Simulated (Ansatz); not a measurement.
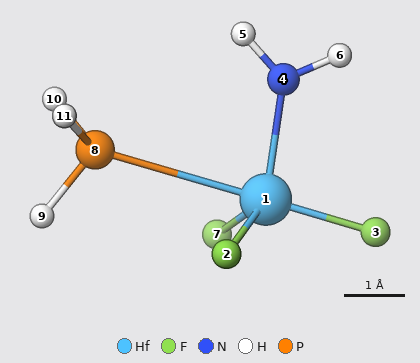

*The input geometry (ball-and-stick view, seen on its broad side; atoms are numbered from 1 in the order of the input). Sticks mark near contacts.*

Bond lengths as drawn: F–Hf 1.91 to 1.93 Å, Hf–N 2.03 Å, Hf–P 2.98 Å, H–N 1.02 Å and H–P 1.42 Å.

**HfPNH₅F₃: nudged elastic band**

System: HfPNH₅F₃.
Method: RKS PBE0-D4/def2-SVP (Ansatz 0.2.0).

It belongs to a series of runs on one base structure; here: band between the two ends. Figures and captions count atoms from 1; the log counts them from 0 in places.

## Input
```yaml
crystal:
  periodic: [false, false, false]
  atoms:
    - { symbol: Hf, position_ang: [0.030973, 0.037892, -0.197252] }
    - { symbol: F, position_ang: [0.616389, -0.196958, 1.630789] }
    - { symbol: F, position_ang: [1.653693, 0.273912, -1.185188] }
    - { symbol: "N", position_ang: [-0.846476, 1.822023, -0.630565] }
    - { symbol: H, position_ang: [-1.758323, 2.185613, -0.370926] }
    - { symbol: H, position_ang: [-0.375862, 2.522196, -1.201928] }
    - { symbol: F, position_ang: [-0.805029, -1.52246, -0.972188] }
    - { symbol: P, position_ang: [-2.463448, -0.313819, 1.39202] }
    - { symbol: H, position_ang: [-2.507629, -1.571826, 2.045228] }
    - { symbol: H, position_ang: [-3.770305, -0.347661, 0.838294] }
    - { symbol: H, position_ang: [-2.756284, 0.492088, 2.523014] }
basis:
  gaussian: { orbitals: def2-SVP }
hamiltonian:
  xc: pbe0
  dispersion: d4
neb:
  order_check: false
  images: 5
  f_tol: 0.05
  max_iterations: 60
  final_atoms:
    - { symbol: Hf, position_ang: [-0.63327042, -0.05452952, -0.26129954] }
    - { symbol: F, position_ang: [-0.05594727, 0.96406504, 1.83971275] }
    - { symbol: F, position_ang: [1.14835849, -0.72664371, -0.01131516] }
    - { symbol: "N", position_ang: [-0.95586224, 1.89058774, -0.68813317] }
    - { symbol: H, position_ang: [-1.41925817, 2.22636913, -1.53030087] }
    - { symbol: H, position_ang: [-0.55868525, 2.68557227, -0.19182396] }
    - { symbol: F, position_ang: [-1.32673707, -0.88238882, -1.83022099] }
    - { symbol: P, position_ang: [-2.37749975, -0.71366024, 1.64959215] }
    - { symbol: H, position_ang: [-3.61659266, -0.49190128, 0.99199671] }
    - { symbol: H, position_ang: [-2.35946598, -2.13458093, 1.60260319] }
    - { symbol: H, position_ang: [-0.82734069, 0.61811032, 2.30048689] }
  initial_path:
    images:
      - { positions_ang: [[0.030973, 0.037892, -0.197252], [0.616389, -0.196958, 1.630789], [1.653693, 0.273912, -1.185188], [-0.846476, 1.822023, -0.630565], [-1.758323, 2.185613, -0.370926], [-0.375862, 2.522196, -1.201928], [-0.805029, -1.52246, -0.972188], [-2.463448, -0.313819, 1.39202], [-2.507629, -1.571826, 2.045228], [-3.770305, -0.347661, 0.838294], [-2.756284, 0.492088, 2.523014]] }
      - { positions_ang: [[0.0157441, 0.03560456, -0.15422297], [0.45249894, -0.11435924, 1.83971767], [1.7053921, 0.20895106, -1.0695933], [-0.94763214, 1.81384217, -0.67117623], [-1.89991159, 2.02728025, -0.57159657], [-0.47113437, 2.59216769, -1.08807227], [-0.84920993, -1.55374865, -0.86789692], [-2.53508805, -0.21947101, 1.26091677], [-2.82769033, -1.36224309, 1.44673169], [-3.39214649, -0.3804537, 1.34418821], [-2.23312323, 0.33342996, 2.40230193]] }
      - { positions_ang: [[0.0005152, 0.03331712, -0.11119395], [0.28860887, -0.03176049, 2.04864634], [1.75709121, 0.14399011, -0.9539986], [-1.04878828, 1.80566134, -0.71178747], [-2.04150017, 1.8689475, -0.77226715], [-0.56640675, 2.66213938, -0.97421653], [-0.89339085, -1.5850373, -0.76360584], [-2.60672811, -0.12512302, 1.12981353], [-3.14775166, -1.15266017, 0.84823537], [-3.01398799, -0.41324639, 1.85008243], [-1.70996247, 0.17477193, 2.28158986]] }
      - { positions_ang: [[-0.0147137, 0.03102968, -0.06816492], [0.12471881, 0.05083827, 2.25757501], [1.80879031, 0.07902917, -0.83840389], [-1.14994442, 1.79748051, -0.7523987], [-2.18308876, 1.71061475, -0.97293772], [-0.66167912, 2.73211107, -0.8603608], [-0.93757178, -1.61632594, -0.65931477], [-2.67836816, -0.03077504, 0.9987103], [-3.46781299, -0.94307726, 0.24973906], [-2.63582948, -0.44603909, 2.35597664], [-1.1868017, 0.01611389, 2.16087779]] }
      - { positions_ang: [[-0.22089927, 0.00250995, -0.13254312], [0.06449678, 0.35524719, 2.11828759], [1.58864637, -0.18952846, -0.56270765], [-1.08525036, 1.82851625, -0.73097685], [-1.92847856, 1.88253287, -1.15872544], [-0.62734783, 2.71659813, -0.63751519], [-1.06729354, -1.37168024, -1.04961684], [-2.57807869, -0.25840344, 1.21567092], [-3.51740622, -0.79268527, 0.49715827], [-2.54370831, -1.00888637, 2.10485215], [-1.06698136, 0.21677937, 2.20741416]] }
      - { positions_ang: [[-0.42708485, -0.02600978, -0.19692133], [0.00427476, 0.65965612, 1.97900017], [1.36850243, -0.45808608, -0.2870114], [-1.0205563, 1.859552, -0.70955501], [-1.67386837, 2.054451, -1.34451316], [-0.59301654, 2.7010852, -0.41466957], [-1.1970153, -1.12703453, -1.43991891], [-2.47778922, -0.48603184, 1.43263153], [-3.56699944, -0.64229327, 0.74457749], [-2.45158715, -1.57173365, 1.85372767], [-0.94716103, 0.41744484, 2.25395053]] }
      - { positions_ang: [[-0.63327042, -0.05452952, -0.26129954], [-0.05594727, 0.96406504, 1.83971275], [1.14835849, -0.72664371, -0.01131516], [-0.95586224, 1.89058774, -0.68813317], [-1.41925817, 2.22636913, -1.53030087], [-0.55868525, 2.68557227, -0.19182396], [-1.32673707, -0.88238882, -1.83022099], [-2.37749975, -0.71366024, 1.64959215], [-3.61659266, -0.49190128, 0.99199671], [-2.35946598, -2.13458093, 1.60260319], [-0.82734069, 0.61811032, 2.30048689]] }
```

Command:
```bash
ansatz run input.yaml --threads 4 --pin off --max-ram 5120MiB --backend cpu --events-out ev --progress --plain --runs-dir out
```

## The program's output
```
Engine: ansatz 0.2.0, x86_64-unknown-linux-gnu
Functional definition: PBE0
  parameter a = 0.25
  parameter kappa = 0.804
  parameter beta = 0.06672455060314922
  exchange = (1 - a)*pbe_x(kappa = kappa, mu = beta*pi^2/3) + a*exact_x
  correlation = pbe_c(beta = beta)
1366 factors; integrals over basis functions are off by at most 3.0e-4 eV
mean field evaluation 1: about -20290.6149 eV, gradient 7.8e1 eV
mean field evaluation 2: about -20260.4165 eV, gradient 1.5e2 eV
mean field evaluation 4: about -20301.5450 eV, gradient 5.5e0 eV
mean field evaluation 8: about -20301.6517 eV, gradient 3.1e-1 eV
mean field evaluation 16: about -20301.6519 eV, gradient 7.5e-5 eV
mean field -20301.65194322 eV, -746.0719479595 hartree, gradient 7.5e-5 eV, S^2 0.000000; 0 other end points of the search recorded, 0 dependent functions left out
the calculation of the forces begins
reference -20301.65200032 eV, -746.0719500579 hartree; 33, 33 occupied and 98, 98 virtual orbitals, 1366 factors
1368 factors; integrals over basis functions are off by at most 9.3e-4 eV
mean field evaluation 32: about -20300.1073 eV, gradient 3.9e-4 eV
mean field -20300.10725990 eV, -746.0151818943 hartree, gradient 3.9e-5 eV, S^2 0.000000; 0 other end points of the search recorded, 0 dependent functions left out
[... from here on the field's lines of each further geometry are left out, up to the last ...]
NEB iter   1: max|band force component| = 4.880e1 eV/Å  barrier→ = 13.7063 eV  barrier← = 12.1613 eV  Δτ_max = 0.2000 Å  (205 SCF iters)
NEB iter   2: max|band force component| = 1.136e1 eV/Å  barrier→ = 4.3192 eV  barrier← = 2.7742 eV  Δτ_max = 0.2000 Å  (173 SCF iters)
NEB iter   3: max|band force component| = 6.902e0 eV/Å  barrier→ = 2.3668 eV  barrier← = 0.8218 eV  Δτ_max = 0.2000 Å  (172 SCF iters)
NEB iter   4: max|band force component| = 3.254e0 eV/Å  barrier→ = 2.0550 eV  barrier← = 0.5100 eV  Δτ_max = 0.2000 Å  (172 SCF iters)
NEB iter   5: max|band force component| = 2.158e0 eV/Å  barrier→ = 2.0601 eV  barrier← = 0.5151 eV  Δτ_max = 0.2000 Å  (164 SCF iters)
NEB iter   6: max|band force component| = 2.227e0 eV/Å  barrier→ = 2.0403 eV  barrier← = 0.4953 eV  Δτ_max = 0.1011 Å  (165 SCF iters)
NEB iter   7: max|band force component| = 6.345e-1 eV/Å  barrier→ = 2.0081 eV  barrier← = 0.4631 eV  Δτ_max = 0.1992 Å  (149 SCF iters)
NEB iter   8: max|band force component| = 6.705e-1 eV/Å  barrier→ = 1.9696 eV  barrier← = 0.4247 eV  Δτ_max = 0.0998 Å  (151 SCF iters)
NEB iter   9: max|band force component| = 1.121e0 eV/Å  barrier→ = 1.8937 eV  barrier← = 0.3487 eV  Δτ_max = 0.0502 Å  (150 SCF iters)
NEB iter  10: max|band force component| = 1.272e0 eV/Å  barrier→ = 1.8189 eV  barrier← = 0.2740 eV  Δτ_max = 0.0501 Å  (150 SCF iters)
NEB iter  11: max|band force component| = 1.423e0 eV/Å  barrier→ = 1.7653 eV  barrier← = 0.2203 eV  Δτ_max = 0.1002 Å  (150 SCF iters)
NEB iter  12: max|band force component| = 1.296e0 eV/Å  barrier→ = 1.7491 eV  barrier← = 0.2041 eV  Δτ_max = 0.2000 Å  (155 SCF iters)
NEB iter  13: max|band force component| = 2.684e0 eV/Å  barrier→ = 1.7246 eV  barrier← = 0.1796 eV  Δτ_max = 0.1011 Å  (162 SCF iters)
NEB iter  14: max|band force component| = 5.840e-1 eV/Å  barrier→ = 1.7155 eV  barrier← = 0.1706 eV  Δτ_max = 0.2000 Å  (148 SCF iters)
NEB iter  15: max|band force component| = 6.918e-1 eV/Å  barrier→ = 1.7063 eV  barrier← = 0.1613 eV  Δτ_max = 0.2000 Å  (155 SCF iters)
NEB iter  16: max|band force component| = 3.300e-1 eV/Å  barrier→ = 1.6896 eV  barrier← = 0.1446 eV  CI = image 5  Δτ_max = 0.1994 Å  (155 SCF iters)
NEB iter  17: max|band force component| = 8.416e-1 eV/Å  barrier→ = 1.7219 eV  barrier← = 0.1769 eV  CI = image 5  Δτ_max = 0.1010 Å  (160 SCF iters)
NEB iter  18: max|band force component| = 5.602e-1 eV/Å  barrier→ = 1.7260 eV  barrier← = 0.1810 eV  CI = image 5  Δτ_max = 0.1944 Å  (151 SCF iters)
NEB iter  19: max|band force component| = 4.394e-1 eV/Å  barrier→ = 1.7478 eV  barrier← = 0.2028 eV  CI = image 5  Δτ_max = 0.1282 Å  (153 SCF iters)
NEB iter  20: max|band force component| = 3.241e-1 eV/Å  barrier→ = 1.6873 eV  barrier← = 0.1423 eV  CI = image 5  Δτ_max = 0.1830 Å  (149 SCF iters)
NEB iter  21: max|band force component| = 3.375e-1 eV/Å  barrier→ = 1.7020 eV  barrier← = 0.1571 eV  CI = image 5  Δτ_max = 0.0923 Å  (150 SCF iters)
NEB iter  22: max|band force component| = 1.494e-1 eV/Å  barrier→ = 1.6780 eV  barrier← = 0.1331 eV  CI = image 5  Δτ_max = 0.0792 Å  (154 SCF iters)
NEB iter  23: max|band force component| = 1.565e-1 eV/Å  barrier→ = 1.6712 eV  barrier← = 0.1262 eV  CI = image 5  Δτ_max = 0.0395 Å  (156 SCF iters)
NEB iter  24: max|band force component| = 1.305e-1 eV/Å  barrier→ = 1.6642 eV  barrier← = 0.1192 eV  CI = image 5  Δτ_max = 0.0395 Å  (142 SCF iters)
NEB iter  25: max|band force component| = 1.204e-1 eV/Å  barrier→ = 1.6587 eV  barrier← = 0.1137 eV  CI = image 5  Δτ_max = 0.0787 Å  (148 SCF iters)
NEB iter  26: max|band force component| = 1.669e-1 eV/Å  barrier→ = 1.6507 eV  barrier← = 0.1057 eV  CI = image 5  Δτ_max = 0.0793 Å  (138 SCF iters)
NEB iter  27: max|band force component| = 1.125e-1 eV/Å  barrier→ = 1.6454 eV  barrier← = 0.1004 eV  CI = image 5  Δτ_max = 0.1553 Å  (145 SCF iters)
NEB iter  28: max|band force component| = 3.057e-1 eV/Å  barrier→ = 1.6429 eV  barrier← = 0.0979 eV  CI = image 5  Δτ_max = 0.0781 Å  (154 SCF iters)
NEB iter  29: max|band force component| = 1.323e-1 eV/Å  barrier→ = 1.6319 eV  barrier← = 0.0869 eV  CI = image 5  Δτ_max = 0.0991 Å  (143 SCF iters)
NEB iter  30: max|band force component| = 8.328e-2 eV/Å  barrier→ = 1.6340 eV  barrier← = 0.0890 eV  CI = image 5  Δτ_max = 0.0396 Å  (152 SCF iters)
NEB iter  31: max|band force component| = 6.188e-2 eV/Å  barrier→ = 1.6332 eV  barrier← = 0.0882 eV  CI = image 5  Δτ_max = 0.0183 Å  (157 SCF iters)
the calculation of the forces begins
reference -20301.28155433 eV, -746.0583364189 hartree; 33, 33 occupied and 98, 98 virtual orbitals, 1366 factors
1368 factors; integrals over basis functions are off by at most 9.2e-4 eV
mean field -20300.02107374 eV, -746.0120146114 hartree, gradient 1.6e-5 eV, S^2 0.000000; 1 other end points of the search recorded, 0 dependent functions left out
the calculation of the forces begins
reference -20300.02113348 eV, -746.0120168067 hartree; 33, 33 occupied and 98, 98 virtual orbitals, 1368 factors
NEB iter  32: max|band force component| = 2.504e-2 eV/Å  barrier→ = 1.6327 eV  barrier← = 0.0877 eV  CI = image 5  Δτ_max = 0.0000 Å  (302 SCF iters)
```

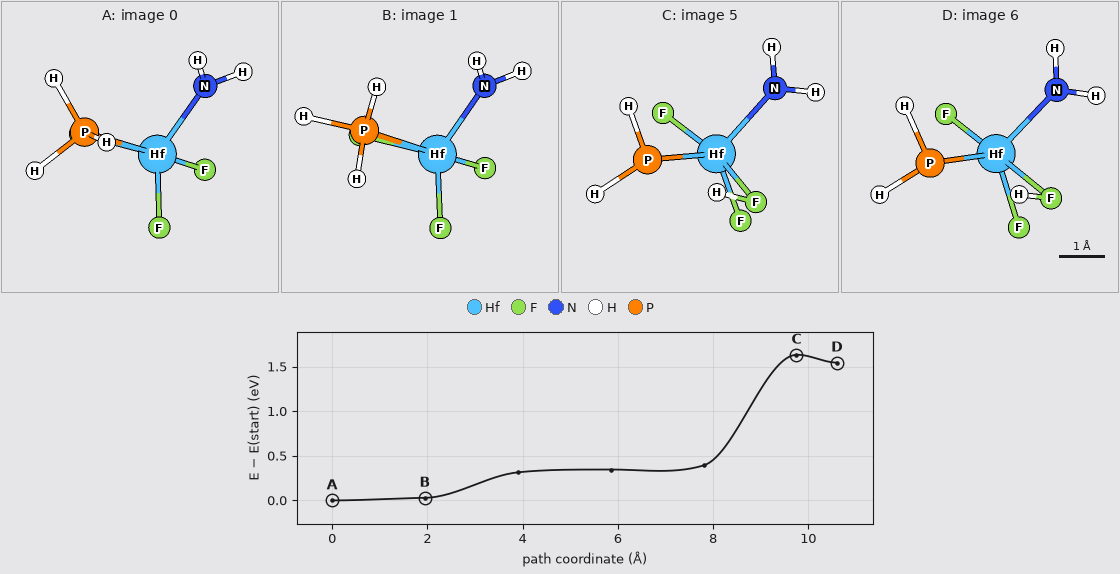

*Images of the last band (counted from 0; ball-and-stick, seen at a tilt) above the energy along the path; the line is a cubic interpolation that uses the forces.*

The highest image is number 5, 1.633 eV above the start and 0.088 eV above the end (the climbing image); the end lies 1.545 eV above the start. The path is 10.61 Å long. The band converged in 32 iterations.

```
Total energy: -20300.21903492 eV, -746.0192895505 hartree
Atom 0 at    -0.475705     0.003866    -0.220020 Å, force     0.006185     0.013938    -0.001065 eV/Å
Atom 1 at    -0.173281     0.840523     1.817249 Å, force     0.011513     0.000061    -0.010705 eV/Å
Atom 2 at     1.372201    -0.511761    -0.124218 Å, force    -0.003986     0.004617    -0.000107 eV/Å
Atom 3 at    -0.930818     1.858771    -0.854993 Å, force    -0.008891    -0.002706    -0.026758 eV/Å
Atom 4 at    -1.372471     2.057373    -1.751260 Å, force     0.009173     0.004536     0.016848 eV/Å
Atom 5 at    -0.609608     2.732207    -0.442457 Å, force     0.003762    -0.006899     0.003120 eV/Å
Atom 6 at    -1.121780    -0.994980    -1.713459 Å, force     0.000771    -0.002653     0.004495 eV/Å
Atom 7 at    -2.368698    -0.667505     1.599230 Å, force     0.003794    -0.010430     0.014649 eV/Å
Atom 8 at    -3.713096    -0.327263     1.333342 Å, force     0.003860     0.003428     0.001913 eV/Å
Atom 9 at    -2.458136    -2.010992     2.028272 Å, force    -0.003477     0.001393    -0.003675 eV/Å
Atom 10 at    -1.130907     0.400762     2.199611 Å, force    -0.022704    -0.005283     0.001286 eV/Å
Dipole moment:    -0.453713     0.326910     0.120296 e Å
this run last wrote the band of iteration 32 to [file]
```

## The last band as extended XYZ (Å, eV, eV/Å)
```
11
Properties=species:S:1:pos:R:3:forces:R:3 image=0 energy=-20301.85163
Hf    0.0310    0.0379   -0.1973   -0.0011   0.0019   0.0020
F     0.6164   -0.1970    1.6308    0.0005  -0.0002   0.0001
F     1.6537    0.2739   -1.1852   -0.0025   0.0000   0.0003
N    -0.8465    1.8220   -0.6306   -0.0007   0.0002   0.0007
H    -1.7583    2.1856   -0.3709    0.0021  -0.0018   0.0011
H    -0.3759    2.5222   -1.2019    0.0006   0.0012  -0.0021
F    -0.8050   -1.5225   -0.9722   -0.0001  -0.0018  -0.0005
P    -2.4634   -0.3138    1.3920    0.0041   0.0012  -0.0022
H    -2.5076   -1.5718    2.0452   -0.0007  -0.0005  -0.0003
H    -3.7703   -0.3477    0.8383   -0.0004  -0.0004   0.0005
H    -2.7563    0.4921    2.5230   -0.0018   0.0001   0.0005
11
Properties=species:S:1:pos:R:3:forces:R:3 image=1 energy=-20301.82234
Hf    0.1086    0.1173   -0.1215   -0.0051  -0.0047   0.0048
F     0.6581    0.1328    1.7296    0.0021  -0.0001   0.0016
F     1.7194    0.4585   -1.0959   -0.0035   0.0021   0.0001
N    -0.9632    1.7302   -0.7497   -0.0002   0.0077  -0.0063
H    -1.9180    2.0087   -0.5469   -0.0035  -0.0012   0.0063
H    -0.5573    2.4210   -1.3797   -0.0024  -0.0045   0.0007
F    -0.4931   -1.6068   -0.7490    0.0034  -0.0026  -0.0041
P    -2.4576   -0.3500    1.4032    0.0073  -0.0008  -0.0003
H    -3.1375   -1.5761    1.1857    0.0000  -0.0026   0.0015
H    -3.6027    0.4913    1.3820    0.0055   0.0119  -0.0125
H    -2.3388   -0.4460    2.8135   -0.0036  -0.0052   0.0083
11
Properties=species:S:1:pos:R:3:forces:R:3 image=2 energy=-20301.53675
Hf    0.3509    0.1598   -0.2507    0.0082   0.0067  -0.0023
F     0.6164    0.1347    1.6516    0.0079   0.0008  -0.0034
F     2.0346    0.3091   -1.1448    0.0020   0.0068  -0.0073
N    -0.7459    1.7677   -0.7584    0.0045  -0.0021   0.0032
H    -1.7503    1.8333   -0.5938    0.0003   0.0134   0.0243
H    -0.4156    2.6500   -1.1420    0.0010   0.0033  -0.0167
F    -0.6571   -1.4091   -0.6980    0.0042   0.0041   0.0015
P    -3.1677   -0.0410    1.3862    0.0092  -0.0030  -0.0198
H    -3.1777   -1.3420    0.8070   -0.0070  -0.0437   0.0142
H    -4.0645   -0.3872    2.4378   -0.0314   0.0400   0.0071
H    -2.0055   -0.2944    2.1765    0.0010  -0.0262  -0.0008
11
Properties=species:S:1:pos:R:3:forces:R:3 image=3 energy=-20301.50524
Hf    0.1817    0.0315   -0.2255   -0.0008   0.0011   0.0001
F     0.5228    0.1824    1.6582    0.0009  -0.0002   0.0002
F     1.8956    0.1181   -1.0698   -0.0005   0.0000  -0.0007
N    -0.8777    1.6358   -0.8358    0.0036  -0.0012   0.0025
H    -1.8187    1.6267   -1.2239    0.0002   0.0012   0.0007
H    -0.5515    2.6002   -0.8139   -0.0036  -0.0012  -0.0008
F    -0.7941   -1.5417   -0.7132    0.0002  -0.0008  -0.0014
P    -3.3137    0.0568    1.8997   -0.0003   0.0006  -0.0016
H    -3.0213   -0.3716    0.5673    0.0016  -0.0008  -0.0001
H    -3.2595   -1.2752    2.4111   -0.0011   0.0008   0.0008
H    -1.9458    0.3181    2.2171   -0.0002   0.0004   0.0002
11
Properties=species:S:1:pos:R:3:forces:R:3 image=4 energy=-20301.45944
Hf   -0.0956    0.1419   -0.1958    0.0522   0.0216  -0.0030
F     0.1994    0.5446    1.6615    0.0476  -0.0479  -0.0106
F     1.6579   -0.2444   -0.8494    0.0390   0.0446  -0.1028
N    -0.7909    1.8449   -1.0147    0.0191   0.0058  -0.0123
H    -1.3476    1.9277   -1.8627   -0.0006  -0.0034  -0.0058
H    -0.5842    2.7805   -0.6708    0.0031   0.0168  -0.0107
F    -1.2206   -1.2708   -0.8413   -0.0115  -0.0214   0.1092
P    -3.0592   -0.5704    2.3532   -0.0928   0.0008   0.0993
H    -3.4689   -0.2143    1.0331    0.0338   0.0068  -0.0487
H    -2.4083   -1.7706    1.9354    0.0101   0.0160  -0.0334
H    -1.8643    0.2119    2.3229   -0.0999  -0.0396   0.0187
11
Properties=species:S:1:pos:R:3:forces:R:3 image=5 energy=-20300.21897
Hf   -0.4757    0.0039   -0.2200    0.0062   0.0139  -0.0011
F    -0.1733    0.8405    1.8172    0.0115   0.0001  -0.0107
F     1.3722   -0.5118   -0.1242   -0.0040   0.0046  -0.0001
N    -0.9308    1.8588   -0.8550   -0.0089  -0.0027  -0.0268
H    -1.3725    2.0574   -1.7513    0.0092   0.0045   0.0168
H    -0.6096    2.7322   -0.4425    0.0038  -0.0069   0.0031
F    -1.1218   -0.9950   -1.7135    0.0008  -0.0027   0.0045
P    -2.3687   -0.6675    1.5992    0.0038  -0.0104   0.0146
H    -3.7131   -0.3273    1.3333    0.0039   0.0034   0.0019
H    -2.4581   -2.0110    2.0283   -0.0035   0.0014  -0.0037
H    -1.1309    0.4008    2.1996   -0.0227  -0.0053   0.0013
11
Properties=species:S:1:pos:R:3:forces:R:3 image=6 energy=-20300.30666
Hf   -0.6333   -0.0545   -0.2613   -0.0073  -0.0073   0.0057
F    -0.0559    0.9641    1.8397   -0.0049  -0.0047   0.0038
F     1.1484   -0.7266   -0.0113    0.0063  -0.0031  -0.0007
N    -0.9559    1.8906   -0.6881    0.0041   0.0079   0.0143
H    -1.4193    2.2264   -1.5303   -0.0041   0.0030  -0.0062
H    -0.5587    2.6856   -0.1918   -0.0036  -0.0039  -0.0082
F    -1.3267   -0.8824   -1.8302   -0.0003  -0.0020  -0.0047
P    -2.3775   -0.7137    1.6496    0.0080   0.0069   0.0005
H    -3.6166   -0.4919    0.9920    0.0021   0.0014  -0.0014
H    -2.3595   -2.1346    1.6026    0.0019   0.0022  -0.0019
H    -0.8273    0.6181    2.3005   -0.0022  -0.0005  -0.0010
```

## Results in brief

| quantity | value |
| --- | --- |
| outcome | converged |
| barrier, forward | 1.633 eV |
| barrier, backward | 0.088 eV |
| hardware | 4 threads of AMD EPYC (Zen 5), 32 GiB of memory available, shared host |
| wall time | 3.3 min (CPU time 12 min) |
| peak memory | 0.37 GiB |

## Notes

The order of the saddle point was not checked.
